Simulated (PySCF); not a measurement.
# C₈H₁₂, SMILES `C=CC1=CCCC1C`: electronic structure

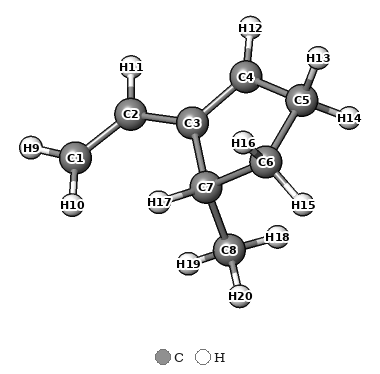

The molecule, with its atoms numbered as below. No frequency check shows the geometry to be a minimum.

Cartesian coordinates (Å):

```
C1      -2.7382   -0.0151    0.3018
C2      -1.7701    0.8117   -0.0809
C3      -0.3527    0.5416   -0.0104
C4       0.6130    1.4078   -0.3285
C5       1.9819    0.8377   -0.1385
C6       1.7156   -0.4427    0.6676
C7       0.2380   -0.7882    0.4049
C8       0.0863   -1.8109   -0.7237
H9      -3.7763    0.2607    0.2268
H10     -2.5351   -0.9912    0.7080
H11     -2.0270    1.7889   -0.4724
H12      0.4626    2.4102   -0.6934
H13      2.6483    1.5275    0.3821
H14      2.4362    0.6165   -1.1095
H15      2.3795   -1.2578    0.3841
H16      1.8617   -0.2402    1.7296
H17     -0.2415   -1.1787    1.3064
H18      0.5920   -1.4562   -1.6190
H19     -0.9627   -1.9651   -0.9642
H20      0.5204   -2.7654   -0.4328
```

### 1. Bonding charge

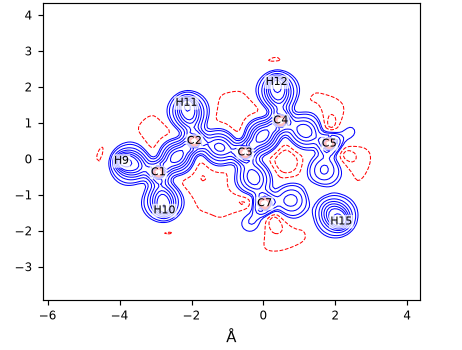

Deformation density (molecule less spherical, spin-averaged free atoms) in a plane through 11 of the atoms; contours at ±0.05 to ±0.8 e/Å³; solid blue lines: gain, dashed red lines: loss.

Method: TPSSh/6-311+G**; geometry: GFN2-xTB; program: PySCF.

**How much density has each bond in this plane gained at its critical point, relative to the free atoms?**

C1–H9: +0.71 e/Å³ at the bond critical point (bond length 1.08 Å). C2–H11: +0.71 e/Å³ at the bond critical point (bond length 1.08 Å). C4–H12: +0.71 e/Å³ at the bond critical point (bond length 1.08 Å). C1–H10: +0.71 e/Å³ at the bond critical point (bond length 1.08 Å). C3–C4: +0.69 e/Å³ at the bond critical point (bond length 1.34 Å). C1–C2: +0.69 e/Å³ at the bond critical point (bond length 1.33 Å). C2–C3: +0.55 e/Å³ at the bond critical point (bond length 1.45 Å). C4–C5: +0.49 e/Å³ at the bond critical point (bond length 1.50 Å). C3–C7: +0.48 e/Å³ at the bond critical point (bond length 1.51 Å). In all, 4.4 electrons gather in the regions of gain relative to the promolecule.

### 2. Local ionisation energy

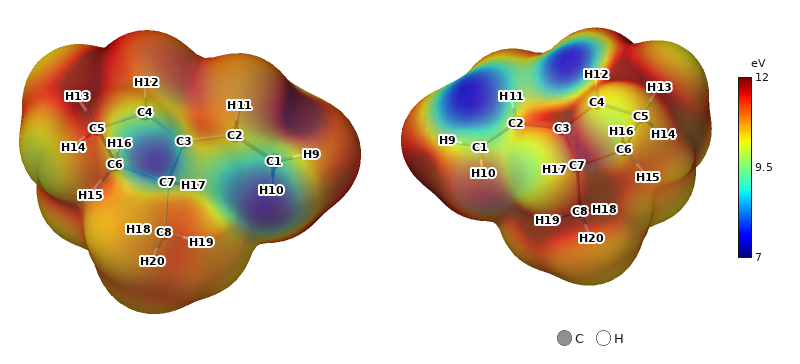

Average local ionisation energy on the surface of electron density 0.001 a.u. (back view left, front view right).

**Locate the minima of the map.**

The lowest value is 7.5 eV, over C4, off the plane of its three bonds (2.1 Å). Further minima include 7.6 eV, over C1, off the plane of its three bonds (2.1 Å); 7.9 eV, over C4, off the plane of its three bonds (2.1 Å); 10.0 eV, 1.4 Å from H14. For comparison, the highest occupied orbital lies at −5.7 eV.

**What volume does the surface enclose, and what is the dipole moment?**

About 172 Å³; the dipole moment is 0.5 D.

### 3. Removing or adding an electron

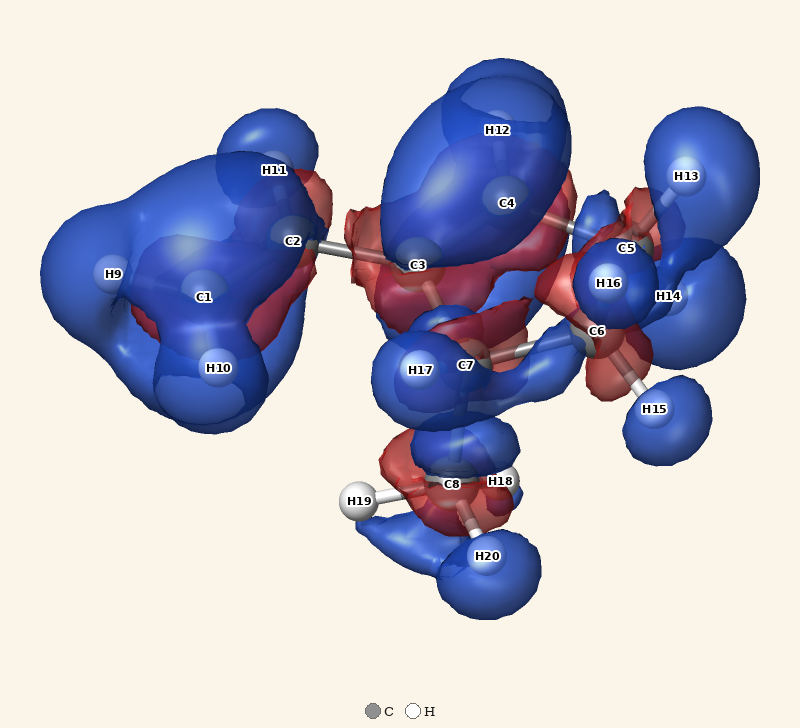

Fukui function f⁻ = ρ(N) − ρ(N−1) at fixed geometry, surfaces at ±0.01 e/Å³ (blue positive, red negative).

Computed with PySCF, PBE0/6-31+G*, geometry: GFN2-xTB.

**On which atoms does the density change most on removal of an electron?**

f⁻ (Hirshfeld-condensed) is largest on C1 (0.17), C4 (0.15) and C3 (0.10); the vertical ionisation energy is 8.05 eV (the stability of the cation's solution wasn't checked). Condensed values hint at sites of electrophilic attack but needn't mark the atom that reacts. Shares this close don't rank the sites. Orbital relaxation makes it negative in places (0.24 e in all).

### 4. Magnetic shielding

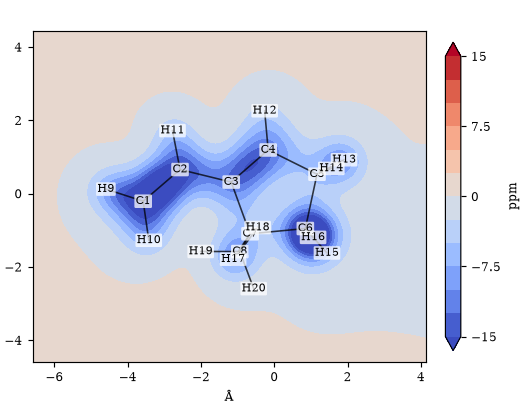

Isotropic NICS 1.0 Å above the plane of the 5-membered ring C3/C4/C5/C6/C7; GIAO shieldings; atoms are projected onto the map; negative values mean shielding.

Computed with PySCF, B3LYP/6-31G*, geometry: GFN2-xTB.

**What does the map say about the ring?**

It is neither clearly shielded nor deshielded above its centre; an sp³ atom breaks the ring's conjugation, so the values mix its σ bonds and separate π bonds and show no closed π ring current: NICS(0) = −1.5, NICS(1) = −2.9 and −1.8, NICS(1)zz = −2.5 and −0.8 (two faces) ppm.

**What absolute proton shieldings does the same calculation give?**

From 26.0 ppm (H11) to 31.5 ppm (H18).
